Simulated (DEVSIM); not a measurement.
Device: In0.52Al0.48As/In0.53Ga0.47As p-n heterojunction, at 300 K.

```
layer (left to right)        material  thickness (μm)  Nd (cm⁻³)  Na (cm⁻³)   τn (s)  τp (s)
---------------------  --------------  --------------  ---------  ---------  -------  ------
1                      In0.52Al0.48As            1.50          -       1e18  1.4e-10  4.8e-9
2                      In0.53Ga0.47As           0.380       1e17          -   4.8e-9  4.8e-9
```

Left contact: ohmic. Right contact: ohmic. Voltage is applied to the left contact. Recombination: SRH at mid-gap, Auger. Mobility is μmin + (μ − μmin)/(1 + (N/Nref)^α).

This is a model device: material constants are rounded textbook-type values typed into the input, and sizes, dopings and lifetimes were drawn at random. Values at 300 K.

```csv
parameter,In0.52Al0.48As,In0.53Ga0.47As
gap (eV),1.45,0.74
affinity (eV),4,4.51
permittivity,12.5,13.9
Nc (cm⁻³),5.1e17,2.1e17
Nv (cm⁻³),1.1e19,7.7e18
μn (cm²/Vs),4000,12000
μp (cm²/Vs),75,300
"μn,min",800,300
"μp,min",10,10
"Nref,n",3e16,1.3e17
"Nref,p",1e17,4.9e17
αn,1.1,0.48
αp,0.6,0.4
Cn (cm⁶/s),1e-30,5e-29
Cp (cm⁶/s),1e-30,5e-29
```

Simulated with DEVSIM: 1D drift-diffusion, Boltzmann statistics, complete ionisation; no tunnelling, impact ionisation, image-force lowering or self-heating. Band offsets follow the typed affinities; no thermionic-emission limit at abrupt steps, no polarisation charge.

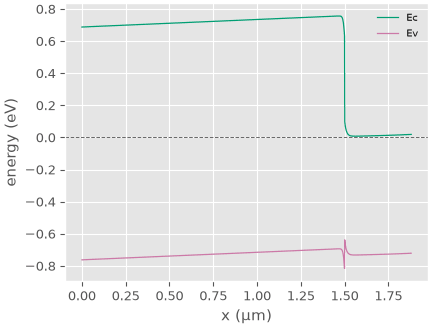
*Band edges at 0.7 V on the left contact*

Energies count from the Fermi level of the right contact; mesh points crowd at the junctions.

```csv
x (μm),Ec (eV),Ev (eV),n (cm⁻³),p (cm⁻³),field (V/cm)
0.000,0.688,-0.762,< 1e2,1.0e18,470
0.005610,0.688,-0.762,420,1.0e18,470
0.01773,0.689,-0.761,1300,1.0e18,470
0.04393,0.690,-0.760,3200,1.0e18,470
0.1296,0.694,-0.756,8700,1.0e18,470
0.2856,0.701,-0.749,17000,1.0e18,470
0.6228,0.717,-0.733,34000,1.0e18,470
1.169,0.743,-0.707,66000,1.0e18,470
1.350,0.751,-0.699,81000,1.0e18,470
1.433,0.755,-0.695,89000,1.0e18,470
1.472,0.757,-0.693,95000,9.9e17,-440
1.493,0.714,-0.736,510000,1.8e17,-81000
1.499,0.634,-0.816,1.1e7,5.1e15,-170000
1.504,0.070,-0.670,1.4e16,7.1e17,-71000
1.520,0.019,-0.721,1.0e17,9.6e16,-12000
1.549,0.008,-0.732,1.5e17,5.8e16,-420
1.609,0.009,-0.731,1.5e17,4.7e16,270
1.725,0.013,-0.727,1.3e17,2.8e16,340
1.826,0.017,-0.723,1.1e17,1.1e16,440
1.857,0.018,-0.722,1.0e17,4.6e15,480
1.872,0.019,-0.721,1.0e17,1.7e15,500
1.880,0.019,-0.721,1.0e17,6000000,510
```
